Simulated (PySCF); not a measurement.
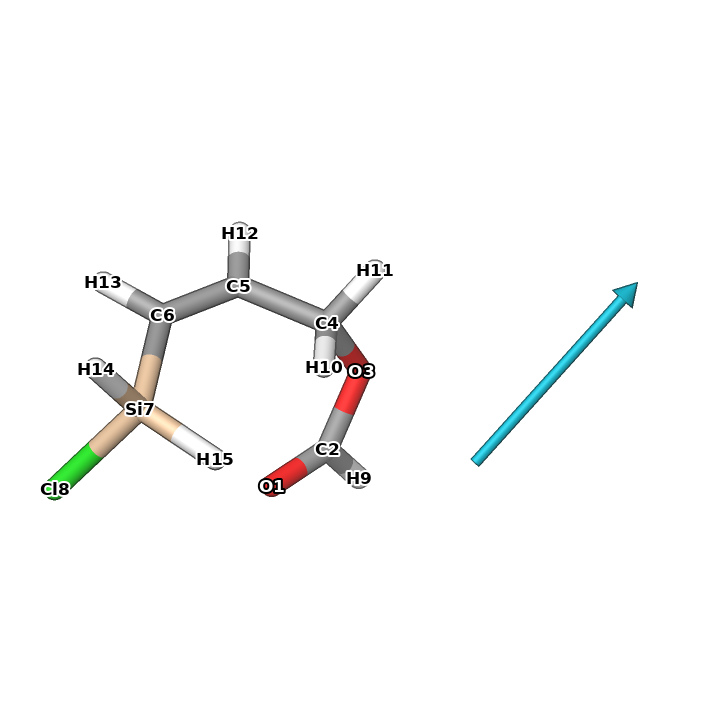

The arrow beside the molecule shows the direction of the dipole moment, from the negative to the positive end (its length means nothing). The computed structure is the end point of a GFN2-xTB optimisation. No frequency run is at hand to confirm it as a minimum. Method: PBE0/pcSseg-1, gas phase (PySCF 2.14.0).

**Estimate the dipole moment.**

3.36 D; it points from the side of Cl8 to the side of H11 (the outermost atoms at the two ends).

The geometry is semi-empirical. Around Si such bond lengths and angles can be off by a tenth of an ångström or more and by several degrees, and values that hang on the shape move with them.
